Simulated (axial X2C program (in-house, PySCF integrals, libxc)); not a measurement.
**GeS⁺: from the state search to constants**

Aim: find the lowest determinant of GeS⁺, scan the bond at several levels and fit the constants, once spin-free and once with spin–orbit coupling.

The runs use an in-house X2C program for linear molecules on PySCF integrals; all-electron X2C, Ge dyall-cv3z, S dyall-av3z.

All values are calculated.

## Step 1: Set-up

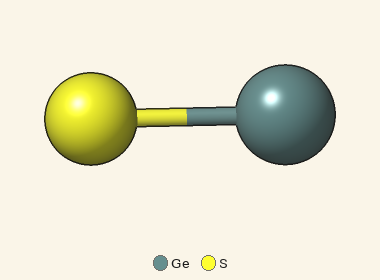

The two atoms at 2.050 Å (germanium teal, sulfur yellow).

The input, task.json:

```json
{"zs": [32, 16], "q": 1, "bas": ["dyall-cv3z", "dyall-av3z"], "levels": ["PBE0", "HF", "LDA"], "cc": true, "r0": 2.05, "thr": -1.0, "nmax": 90, "npts": 10, "nst": 2, "ntry": 6}
```

Keys: zs atomic numbers; q charge; bas basis sets; levels methods (HF also brings MP2); cc coupled cluster on or off; r0 starting distance in Å; thr threshold in hartree for freezing inner shells (an s shell follows its p shell); nmax most natural virtual spinors; npts points asked for on the curve; nst determinants followed; ntry starts of the search.

On the command line:

```
$ python so2c.py task.json out
```

Spin-free means the one-electron spin-free X2C Hamiltonian; two-component (2c) means X2C with spin–orbit coupling and atomic mean-field two-electron Coulomb and Gaunt terms. Basis: Ge dyall-cv3z contracted to [9s9p7d4f1g], S dyall-av3z contracted to [9s8p3d2f]; Gaussian nuclei, density fitting. Masses: Ge 73.921 u, S 31.972 u.

Notation: σ, π±, δ± give the projection m of an orbital's angular momentum (0, ±1, ±2), α and β its spin, Λ and M_S the sums; ω is the projection of a spinor's total angular momentum and Ω the sum. Logs are in hartree.

The results follow Hamiltonian by Hamiltonian and level by level.

## Step 2: Search for the lowest determinant

PBE0 moves the distance from 2.050 Å to 2.173 Å and compares determinants there.

Spin-free determinants:

```json
{"ΔE (eV)": "0.00", "state": "M_S = 1/2, Λ = 1", "open shells": "beyond closed shells: π+α, π+β, π-α"}
{"ΔE (eV)": "0.57", "state": "M_S = 1/2, Λ = 0", "open shells": "beyond closed shells: σα"}
{"ΔE (eV)": "3.08", "state": "M_S = 3/2, Λ = 1", "open shells": "beyond closed shells: 2 × π+α, π-α"}
{"ΔE (eV)": "3.14", "state": "M_S = 3/2, Λ = 0", "open shells": "beyond closed shells: σα, π+α, π+β, 2 × π-α"}
{"ΔE (eV)": "3.14", "state": "M_S = 3/2, Λ = 2", "open shells": "beyond closed shells: σα, 2 × π+α, π+β, π-α"}
{"ΔE (eV)": "3.53", "state": "M_S = 1/2, Λ = 2", "open shells": "beyond closed shells: σα, 2 × π+α, π+β, π-β"}
{"ΔE (eV)": "3.66", "state": "M_S = 1/2, Λ = 2", "open shells": "beyond closed shells: σα, π+α, 2 × π+β, π-α"}
```

Two-component determinants:

| ΔE (eV) | state | open shells |
| --- | --- | --- |
| 0.00 | Ω = 3/2 | excess of +ω over −ω: ω = 3/2 |
| 0.07 | Ω = 1/2 | excess of +ω over −ω: ω = 1/2 |
| 3.05 | Ω = 1/2 | excess of +ω over −ω: 2 × ω = -1/2, ω = 3/2 |
| 3.18 | Ω = 5/2 | excess of +ω over −ω: ω = -1/2, 2 × ω = 3/2 |
| 3.22 | Ω = 7/2 | excess of +ω over −ω: ω = 1/2, 2 × ω = 3/2 |
| 3.28 | Ω = 3/2 | excess of +ω over −ω: ω = 3/2 |
| 3.59 | Ω = 5/2 | excess of +ω over −ω: 2 × ω = 1/2, ω = 3/2 |

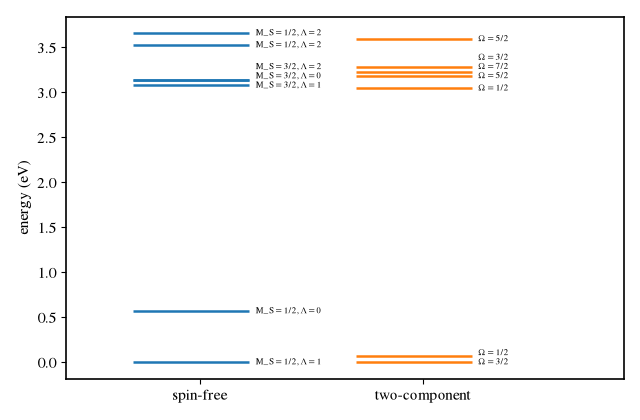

The determinants found, each set from its own lowest.

## Step 3: PBE0, spin-free

State followed: M_S = 1/2, Λ = 1 (beyond closed shells: π+α, π+β, π-α). The scan is laid around 2.173 Å, a first estimate of the minimum, and this SCF restarts from the orbitals of the search.

Output at 2.173 Å:

```text
spin-free X2C-1e  PBE0
basis functions 170  fitting functions 932  grid points 5078
iter        total energy     max residual
   1      -2497.446530742     2.01e-06
   2      -2497.446530742     1.15e-06
converged
one-electron -3709.69726863  Coulomb 1192.90915147  exact exchange -25.84504265  xc functional -79.49755501  nuclear repulsion 124.68418407
```

Along the bond, energies from the lowest point:

| R (Å) | E (eV) | μ (D) | HOMO (eV) | LUMO (eV) | iterations |
| --- | --- | --- | --- | --- | --- |
| 1.891 | 0.9774 | 0.44 | -14.78 | -13.12 | 11 |
| 1.977 | 0.4019 | 0.04 | -14.81 | -12.71 | 11 |
| 2.043 | 0.1567 | -0.25 | -14.80 | -12.43 | 12 |
| 2.108 | 0.0319 | -0.55 | -14.52 | -12.17 | 12 |
| 2.173 | 0.0000 | -0.84 | -14.24 | -11.92 | 2 |
| 2.249 | 0.0515 | -1.16 | -13.94 | -11.65 | 12 |
| 2.325 | 0.1732 | -1.47 | -13.65 | -11.41 | 12 |
| 2.423 | 0.4003 | -1.82 | -13.31 | -11.14 | 12 |
| 2.542 | 0.7423 | -2.18 | -12.94 | -10.86 | 13 |
| 2.716 | 1.2833 | -2.41 | -12.47 | -10.57 | 15 |

Dipoles are positive if S is the positive end and refer to the centre of mass.

Outer orbitals at the reference distance:

```json
{"symmetry": "σα", "occupied": "yes", "ε (eV)": "-27.17", "atomic character": "72% S s, 10% Ge s, 9% Ge p"}
{"symmetry": "σβ", "occupied": "yes", "ε (eV)": "-26.00", "atomic character": "68% S s, 13% Ge s, 9% Ge p"}
{"symmetry": "σα", "occupied": "yes", "ε (eV)": "-20.32", "atomic character": "52% Ge s, 27% S p, 12% S s"}
{"symmetry": "σβ", "occupied": "yes", "ε (eV)": "-20.05", "atomic character": "51% Ge s, 25% S p, 15% S s"}
{"symmetry": "π+α", "occupied": "yes", "ε (eV)": "-15.33", "atomic character": "83% S p, 11% Ge p, 4% Ge d"}
{"symmetry": "π-α", "occupied": "yes", "ε (eV)": "-15.33", "atomic character": "83% S p, 11% Ge p, 4% Ge d"}
{"symmetry": "σα", "occupied": "yes", "ε (eV)": "-14.93", "atomic character": "47% S p, 33% Ge p, 14% Ge s"}
{"symmetry": "σβ", "occupied": "yes", "ε (eV)": "-14.71", "atomic character": "47% S p, 34% Ge p, 12% Ge s"}
{"symmetry": "π+β", "occupied": "yes", "ε (eV)": "-14.24", "atomic character": "76% S p, 18% Ge p, 4% Ge d"}
{"symmetry": "π-β", "occupied": "no", "ε (eV)": "-11.92", "atomic character": "69% S p, 25% Ge p, 3% Ge d"}
{"symmetry": "π+α", "occupied": "no", "ε (eV)": "-9.22", "atomic character": "72% Ge p, 11% S p, 11% S d"}
{"symmetry": "π-α", "occupied": "no", "ε (eV)": "-9.22", "atomic character": "72% Ge p, 11% S p, 11% S d"}
{"symmetry": "π+β", "occupied": "no", "ε (eV)": "-9.03", "atomic character": "66% Ge p, 17% S p, 10% S d"}
```

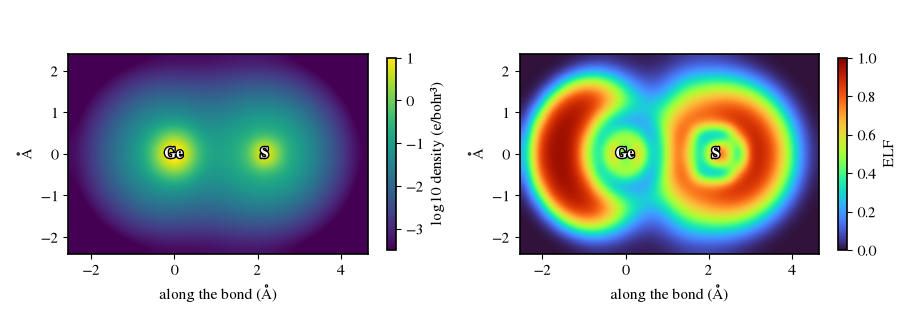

PBE0 fields in a plane through the axis, from a grid of 0.3 Å; Ge lies at z = 0 and S at z = 2.173 Å; the ELF is damped to zero where the density is low.

Re = 2.167 Å, ωe = 456 cm⁻¹, ωexe = 1.29 cm⁻¹, Be = 0.1609 cm⁻¹, De = 3.54 eV, μ = -0.81 D.

## Step 4: HF, spin-free

Output at 2.173 Å:

```text
spin-free X2C-1e  HF
basis functions 170  fitting functions 932  grid points 5078
iter        total energy     max residual
   1      -2495.484103685     2.68e-01
   2      -2495.511792378     6.69e-03
   3      -2495.512968960     4.44e-03
   4      -2495.513212584     1.23e-03
   5      -2495.513308221     6.24e-04
   6      -2495.513344104     3.07e-04
   7      -2495.513354900     2.77e-04
   8      -2495.513361721     1.90e-04
   9      -2495.513365032     1.16e-04
  10      -2495.513366362     2.51e-05
  11      -2495.513366431     6.87e-06
  12      -2495.513366434     1.83e-06
  13      -2495.513366434     4.26e-07
converged
one-electron -3709.60966129  Coulomb 1192.93058105  exact exchange -103.51847027  xc functional 0.00000000  nuclear repulsion 124.68418407
```

Re = 2.158 Å, ωe = 473 cm⁻¹, ωexe = 1.24 cm⁻¹, Be = 0.1622 cm⁻¹, De = 1.93 eV, μ = -1.19 D.

## Step 5: LDA, spin-free

Output at 2.173 Å:

```text
spin-free X2C-1e  LDA
basis functions 170  fitting functions 932  grid points 5078
iter        total energy     max residual
   1      -2493.194551380     1.51e-01
   2      -2493.204907253     1.23e-02
   3      -2493.185485260     2.92e-02
   4      -2493.205623967     1.20e-02
   5      -2493.209155911     3.81e-04
   6      -2493.209158382     2.08e-04
   7      -2493.209160041     4.37e-05
   8      -2493.209160068     7.78e-06
   9      -2493.209160071     2.78e-06
  10      -2493.209160072     1.52e-06
converged
one-electron -3709.12299295  Coulomb 1192.21917989  exact exchange 0.00000000  xc functional -100.98953109  nuclear repulsion 124.68418407
```

Re = 2.163 Å, ωe = 449 cm⁻¹, ωexe = 1.3 cm⁻¹, Be = 0.1614 cm⁻¹, De = 4.52 eV, μ = -0.46 D.

## Step 6: Correlated methods, spin-free

Correlated methods: 9 electrons correlated (frozen shells, counted by type: Ge 3 s, 2 p, 1 d; S 2 s, 1 p), 235 virtual spinors in MP2, 90 natural virtuals in coupled cluster.

Output of the correlated part at 2.173 Å:

```text
correlated 9  virtual 235  natural virtual 90  E(MP2) -0.210821678  MP2 remainder -0.004987661
iter   CCSD correlation   residual
   1     -0.226027972   1.24e-01
   2     -0.234155324   5.17e-02
   3     -0.235948662   2.21e-02
   4     -0.236091904   9.90e-03
   5     -0.236206697   4.59e-03
   6     -0.236216079   1.95e-03
   7     -0.236231059   7.24e-04
   8     -0.236233309   3.03e-04
   9     -0.236231788   1.23e-04
  10     -0.236232523   4.32e-05
  11     -0.236232482   1.49e-05
  12     -0.236232712   4.93e-06
  13     -0.236232735   1.92e-06
  14     -0.236232756   8.63e-07
  15     -0.236232763   3.58e-07
(T) -0.012018195  T1 0.0311  D1 0.0620  max T2 0.074
```

T1 in the output is the amplitude norm over the root of the electron number; divide by √2 for the Lee–Taylor value.

MP2: Re = 2.171 Å, ωe = 462 cm⁻¹, Be = 0.1603 cm⁻¹, De = 3.34 eV.

CCSD: Re = 2.173 Å, ωe = 458 cm⁻¹, ωexe = 1.31 cm⁻¹, Be = 0.1599 cm⁻¹, De = 3.18 eV. T1 at Re = 0.022 (Lee–Taylor, the printed value over √2).

CCSD(T): Re = 2.183 Å, ωe = 447 cm⁻¹, ωexe = 1.34 cm⁻¹, Be = 0.1585 cm⁻¹, De = 3.36 eV. T1 at Re = 0.022 (Lee–Taylor, the printed value over √2).

## Step 7: A higher determinant, spin-free

State: M_S = 1/2, Λ = 0 (beyond closed shells: σα).

Output at the reference distance:

```text
spin-free X2C-1e  PBE0
basis functions 170  fitting functions 932  grid points 5078
iter        total energy     max residual
   1      -2497.425656658     7.71e-06
   2      -2497.425656656     1.57e-05
   3      -2497.425656661     2.35e-06
   4      -2497.425656662     1.51e-06
converged
one-electron -3708.94196469  Coulomb 1192.13846364  exact exchange -25.83152207  xc functional -79.47481762  nuclear repulsion 124.68418407
```

| R (Å) | E above the lowest PBE0 point (eV) |
| --- | --- |
| 1.891 | 0.528 |
| 1.977 | 0.341 |
| 2.043 | 0.341 |
| 2.108 | 0.425 |
| 2.173 | 0.568 |
| 2.249 | 0.785 |
| 2.325 | 1.037 |
| 2.423 | 1.388 |
| 2.542 | 1.828 |

Re = 2.009 Å, ωe = 531 cm⁻¹, ωexe = 2.03 cm⁻¹, Be = 0.1872 cm⁻¹, μ = -1.52 D. Te = 0.33 eV. As a difference of two determinants it need not be a gap between pure terms.

## Step 8: The spin-free curves together

Energy (eV) of the followed determinant, spin-free, from each level's lowest point:

```
R (Å)   PBE0     HF    MP2   CCSD  CCSD(T)    LDA
1.891  0.977  0.970  1.037    n/a      n/a  0.918
1.977  0.402  0.385  0.433  0.437    0.466  0.372
2.043  0.157  0.141  0.173  0.176    0.196  0.142
2.108  0.032  0.022  0.038  0.040    0.050  0.026
2.173  0.000  0.000  0.000  0.000    0.000  0.000
2.249  0.052  0.066  0.048  0.045    0.032  0.054
2.325  0.173  0.204  0.168  0.162    0.137  0.174
2.423  0.400  0.455  0.397  0.386    0.343  0.395
2.542  0.742  0.826  0.757    n/a      n/a  0.728
2.716  1.283  1.348  1.604    n/a      n/a  1.259
```

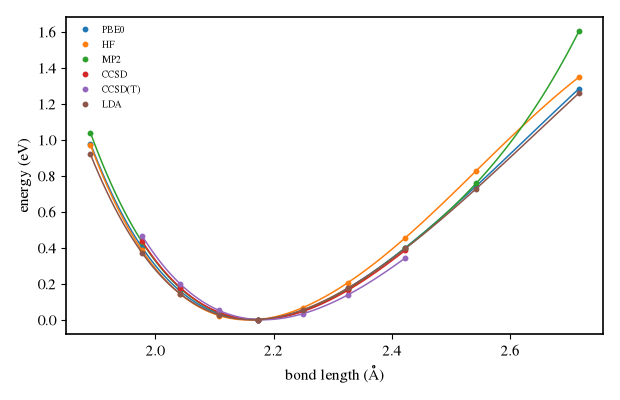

Curves of the followed state, spin-free, each from its own lowest point.

## Step 9: PBE0, 2c

State followed: Ω = 3/2 (excess of +ω over −ω: ω = 3/2). The scan is laid around 2.173 Å, a first estimate of the minimum, and this SCF restarts from the orbitals of the search.

The SCF at the reference distance of 2.173 Å:

```text
two-component X2C + atomic mean field  PBE0
basis functions 170  fitting functions 932  grid points 5078
iter        total energy     max residual
   1      -2496.716352603     6.21e-06
   2      -2496.716352605     4.21e-06
   3      -2496.716352606     3.12e-06
converged
one-electron -3707.82873911  Coulomb 1192.51683784  exact exchange -25.83624060  xc functional -79.47057230  nuclear repulsion 124.68418407  atomic mean-field constant -0.78182251
```

Along the bond, energies from the lowest point:

```
R (Å)  E (eV)  μ (D)  HOMO (eV)  LUMO (eV)  iterations
1.891  0.9784   0.45     -14.77     -13.08          11
1.977  0.4028   0.06     -14.80     -12.68          11
2.043  0.1574  -0.24     -14.79     -12.39          12
2.108  0.0323  -0.53     -14.55     -12.13          12
2.173  0.0000  -0.82     -14.27     -11.88           3
2.249  0.0510  -1.14     -13.96     -11.62          12
2.325  0.1720  -1.45     -13.68     -11.37          12
2.423  0.3980  -1.80     -13.34     -11.10          12
2.542  0.7378  -2.14     -12.97     -10.82          13
2.716  1.2730  -2.32     -12.50     -10.52          15
```

Dipoles are positive if S is the positive end and refer to the centre of mass.

Outer spinors at the reference distance:

```tsv
ω	occupied	ε (eV)	atomic character	λ mixture
1/2	yes	-27.18	72% S s, 10% Ge s, 9% Ge p	100% σ
-1/2	yes	-26.00	68% S s, 13% Ge s, 9% Ge p	100% σ
1/2	yes	-20.32	52% Ge s, 27% S p, 12% S s	100% σ
-1/2	yes	-20.04	51% Ge s, 25% S p, 15% S s	100% σ
-1/2	yes	-15.36	83% S p, 11% Ge p, 4% Ge d	100% π
3/2	yes	-15.30	83% S p, 11% Ge p, 4% Ge d	100% π
1/2	yes	-14.93	47% S p, 33% Ge p, 14% Ge s	100% σ
-1/2	yes	-14.71	47% S p, 34% Ge p, 12% Ge s	100% σ
1/2	yes	-14.27	76% S p, 18% Ge p, 4% Ge d	100% π
-3/2	no	-11.88	69% S p, 24% Ge p, 3% Ge d	100% π
-1/2	no	-9.27	72% Ge p, 12% S p, 11% S d	100% π
3/2	no	-9.14	72% Ge p, 11% S p, 11% S d	100% π
1/2	no	-9.09	66% Ge p, 18% S p, 10% S d	100% π
```

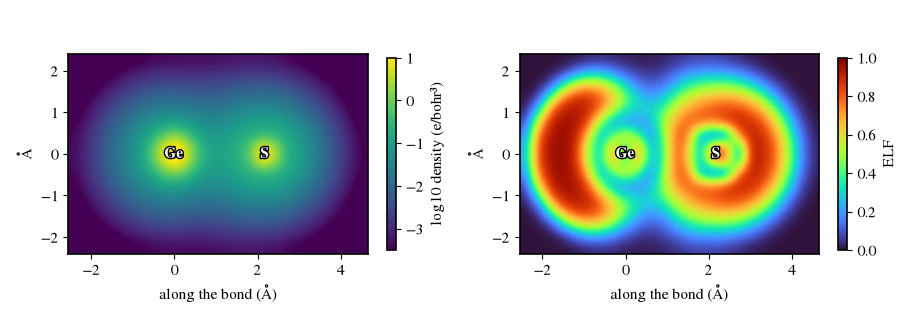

PBE0 fields in a plane through the axis, from a grid of 0.3 Å; Ge lies at z = 0 and S at z = 2.173 Å; the ELF is damped to zero where the density is low.

Re = 2.167 Å, ωe = 456 cm⁻¹, ωexe = 1.3 cm⁻¹, Be = 0.1608 cm⁻¹, De = 3.55 eV, μ = -0.79 D.

## Step 10: HF, 2c

Output at 2.173 Å:

```text
two-component X2C + atomic mean field  HF
basis functions 170  fitting functions 932  grid points 5078
iter        total energy     max residual
   1      -2494.754502096     2.68e-01
   2      -2494.782181473     6.75e-03
   3      -2494.783357393     4.43e-03
   4      -2494.783599938     1.25e-03
   5      -2494.783694805     6.25e-04
   6      -2494.783729980     3.15e-04
   7      -2494.783740452     2.73e-04
   8      -2494.783747111     1.90e-04
   9      -2494.783750476     1.18e-04
  10      -2494.783751935     2.62e-05
  11      -2494.783752024     9.85e-06
  12      -2494.783752034     8.54e-06
  13      -2494.783752040     7.09e-06
  14      -2494.783752047     4.58e-06
  15      -2494.783752052     1.15e-06
  16      -2494.783752052     2.95e-07
converged
one-electron -3707.73922433  Coulomb 1192.53620994  exact exchange -103.48309923  xc functional 0.00000000  nuclear repulsion 124.68418407  atomic mean-field constant -0.78182251
```

No constants are quoted: the dipole of the solution doesn't run smoothly along the scan, a sign that its character may change, so the fit is set aside.

## Step 11: LDA, 2c

The SCF at the reference distance of 2.173 Å:

```text
two-component X2C + atomic mean field  LDA
basis functions 170  fitting functions 932  grid points 5078
iter        total energy     max residual
   1      -2492.465142554     1.51e-01
   2      -2492.475477920     1.23e-02
   3      -2492.455813395     2.93e-02
   4      -2492.476162713     1.21e-02
   5      -2492.479744871     3.79e-04
   6      -2492.479747255     2.07e-04
   7      -2492.479748956     4.32e-05
   8      -2492.479748983     7.90e-06
   9      -2492.479748986     2.75e-06
  10      -2492.479748986     1.50e-06
converged
one-electron -3707.25560242  Coulomb 1191.82807579  exact exchange 0.00000000  xc functional -100.95458391  nuclear repulsion 124.68418407  atomic mean-field constant -0.78182251
```

Re = 2.163 Å, ωe = 448 cm⁻¹, ωexe = 1.31 cm⁻¹, Be = 0.1614 cm⁻¹, De = 4.44 eV, μ = -0.45 D.

## Step 12: Correlated methods, 2c

Correlated methods: 9 electrons correlated (frozen shells, counted by type: Ge 3 s, 2 p, 1 d; S 2 s, 1 p), 235 virtual spinors in MP2, 90 natural virtuals in coupled cluster.

Output of the correlated part at 2.173 Å:

```text
correlated 9  virtual 235  natural virtual 90  E(MP2) -0.210806409  MP2 remainder -0.004985269
iter   CCSD correlation   residual
   1     -0.225995666   1.24e-01
   2     -0.234110098   5.16e-02
   3     -0.235895196   2.20e-02
   4     -0.236037836   9.79e-03
   5     -0.236151524   4.50e-03
   6     -0.236160869   1.91e-03
   7     -0.236175602   7.05e-04
   8     -0.236177886   2.98e-04
   9     -0.236176420   1.22e-04
  10     -0.236177154   4.28e-05
  11     -0.236177119   1.49e-05
  12     -0.236177347   4.94e-06
  13     -0.236177370   1.95e-06
  14     -0.236177391   8.92e-07
  15     -0.236177398   3.78e-07
(T) -0.012014416  T1 0.0310  D1 0.0611  max T2 0.074
```

MP2: No constants are quoted: the dipole of the HF reference doesn't run smoothly along the scan, a sign that its character may change, so the fit is set aside.

CCSD: No constants are quoted: the dipole of the HF reference doesn't run smoothly along the scan, a sign that its character may change, so the fit is set aside.

CCSD(T): No constants are quoted: the dipole of the HF reference doesn't run smoothly along the scan, a sign that its character may change, so the fit is set aside.

## Step 13: A higher determinant, 2c

State: Ω = 1/2 (excess of +ω over −ω: ω = 1/2).

Output at the reference distance:

```text
two-component X2C + atomic mean field  PBE0
basis functions 170  fitting functions 932  grid points 5078
iter        total energy     max residual
   1      -2496.713963409     1.68e-05
   2      -2496.713963432     1.27e-05
   3      -2496.713963440     1.12e-05
   4      -2496.713963455     6.72e-06
   5      -2496.713963462     2.06e-06
   6      -2496.713963463     1.02e-06
converged
one-electron -3707.80201841  Coulomb 1192.49198143  exact exchange -25.83618516  xc functional -79.47010288  nuclear repulsion 124.68418407  atomic mean-field constant -0.78182251
```

```
R (Å)  E above the lowest PBE0 point (eV)
1.891                               0.564
1.977                               0.376
2.043                               0.224
2.108                               0.098
2.173                               0.065
2.249                               0.116
2.325                               0.237
2.423                               0.463
2.542                               0.806
```

No constants are quoted: the dipole of the solution doesn't run smoothly along the scan, a sign that its character may change, so the fit is set aside.

## Step 14: The 2c curves together

Energy (eV) of the followed determinant, 2c, from each level's lowest point:

```csv
R (Å),PBE0,HF (dipole not smooth),MP2 (HF's dipole not smooth),CCSD (HF's dipole not smooth),CCSD(T) (HF's dipole not smooth),LDA
1.891,0.978,0.970,1.038,n/a,n/a,0.919
1.977,0.403,0.386,0.433,0.438,0.467,0.373
2.043,0.157,0.142,0.173,0.177,0.197,0.142
2.108,0.032,0.023,0.038,0.040,0.051,0.027
2.173,0.000,0.000,0.000,0.000,0.000,0.000
2.249,0.051,0.066,0.047,0.044,0.032,0.053
2.325,0.172,0.203,0.168,0.161,0.136,0.173
2.423,0.398,0.453,0.397,0.385,0.342,0.393
2.542,0.738,0.712,1.402,n/a,n/a,0.724
2.716,1.273,0.867,1.828,n/a,n/a,1.251
```

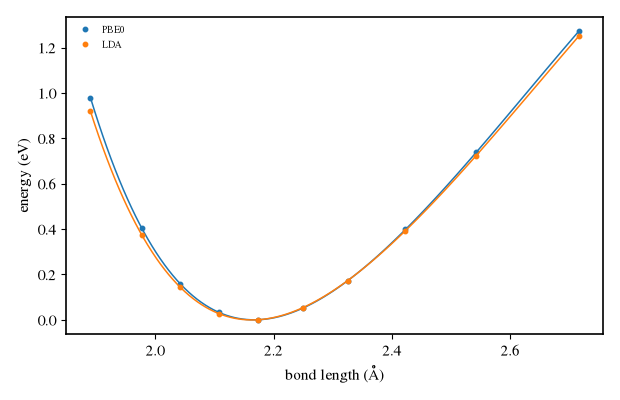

Curves of the followed state, 2c, each from its own lowest point. Left out: HF, MP2, CCSD, CCSD(T).

Time for the job: 1.9 min (1 thread of Arm Neoverse V1, shared host); peak memory 0.57 GiB.

## Step 15: Constants

Lowest determinant that the search found at its distance, spin-free: M_S = 1/2, Λ = 1 (beyond closed shells: π+α, π+β, π-α).

Lowest determinant that the search found at its distance, 2c: Ω = 3/2 (excess of +ω over −ω: ω = 3/2).

| Hamiltonian | level | Re (Å) | ωe (cm⁻¹) | De (eV) | μ (D) |
| --- | --- | --- | --- | --- | --- |
| spin-free | PBE0 | 2.167 | 456 | 3.54 | -0.81 |
| spin-free | HF | 2.158 | 473 | 1.93 | -1.19 |
| spin-free | MP2 | 2.171 | 462 | 3.34 | n/a |
| spin-free | CCSD | 2.173 | 458 | 3.18 | n/a |
| spin-free | CCSD(T) | 2.183 | 447 | 3.36 | n/a |
| spin-free | LDA | 2.163 | 449 | 4.52 | -0.46 |
| 2c | PBE0 | 2.167 | 456 | 3.55 | -0.79 |
| 2c | LDA | 2.163 | 448 | 4.44 | -0.45 |

Dipoles are positive if S is the positive end and refer to the centre of mass. No constants: 2c HF (the dipole of the solution doesn't run smoothly along the scan, a sign that its character may change, so the fit is set aside); 2c MP2 (the dipole of the HF reference doesn't run smoothly along the scan, a sign that its character may change, so the fit is set aside); 2c CCSD (the dipole of the HF reference doesn't run smoothly along the scan, a sign that its character may change, so the fit is set aside); 2c CCSD(T) (the dipole of the HF reference doesn't run smoothly along the scan, a sign that its character may change, so the fit is set aside).

Time per point (s) on 1 thread of Arm Neoverse V1, shared host (2c runs); the times are rough: PBE0 0.58, LDA 0.23.

In words: At PBE0, going from spin-free to two-component changes Re by 0 mÅ, ωe by -0.1 %; the spin-free picture holds up (part of it comes from the scalar share of the two-electron terms). De moves by 0.00 eV; both De rest on single-determinant atoms, which can miss part of an open shell's spin–orbit lowering.

De refers to Ge+ + S, each in the lowest determinant found, which need not be this curve's own limit. Each curve is one determinant whose occupation by symmetry is held fixed; it was picked as the lowest of a PBE0 search that is not exhaustive. De is counted from the lowest determinant-based energies of the atoms at the same level, without counterpoise correction. Density functionals use the spin component along the axis (collinear). CCSD and (T) use frozen natural virtuals with an MP2 correction for the truncation. At some level an empty orbital lies below a filled one. The spin-free determinant is spin-contaminated at some levels, which hurts MP2 most. With the outer-core shells frozen, correlated bond lengths of heavy atoms tend to come out a few hundredths of an ångström too long. T1 at Re is 0.022 (Lee–Taylor), above the customary mark of 0.02.
